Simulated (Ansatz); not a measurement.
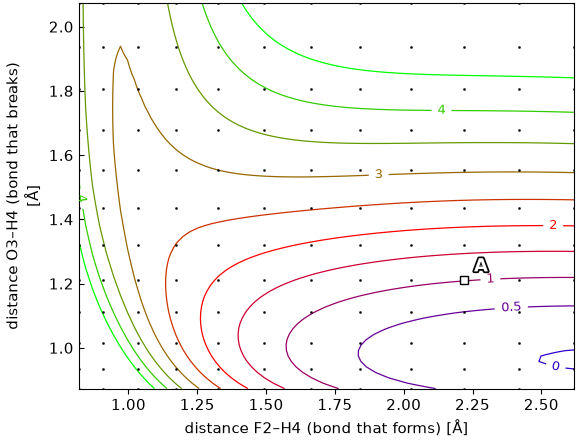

The reacting system F₃HOSi (fragments F₃HOSi where the first distance is long, F₂OSi + FH where the second is long). Coordinates scanned: (1) distance F2–H4 (bond that forms); (2) distance O3–H4 (bond that breaks). Relaxed at each point: all other coordinates. The scan uses a 12 × 12 grid. Points are written as (first, second). Energies: eV, counted from the lowest grid point. The reference is spin-restricted, so regions where a bond is pulled apart into radicals lie too high. Method: RKS PBE0-D4/def2-SVP in Ansatz.

In the figure: contour lines labelled in eV (none above 4.5), dots at the grid points, the point A. Between grid points the surface is interpolated.

Is A at rest? If not, where is it pushed?

Answer. A, at (2.220 Å, 1.212 Å), is not a stationary point. The computed force is 0.36 eV for each Å towards larger values of the first coordinate and 5.7 eV for each Å towards smaller values of the second coordinate.
